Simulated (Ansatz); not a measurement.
The reference is ZnS in the wurtzite structure (space group P6_3mc, No. 186; a = 3.7383 Å, c = 6.1429 Å). Axes: x lies along a and z along c of the hexagonal cell.

Modification: the cell is stretched by 1.20 % along z with no lateral relaxation, atoms relaxed at fixed cell.

Method: plane-wave PAW DFT at the LDA level (Ansatz, a quantum-chemistry and plane-wave program, 420 eV), without spin-orbit coupling.

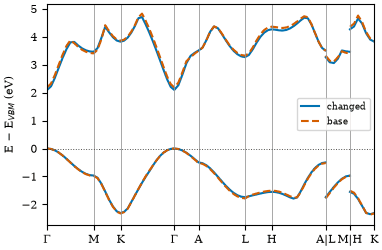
Figure. Highest valence and lowest conduction band along the path, each from its own valence-band maximum

### Question
Read the changed gap and its character from the plot.

### Answer
About 2.1 eV, direct at Γ.

The cells carry an imposed strain or load. No phonon test of stability was made.
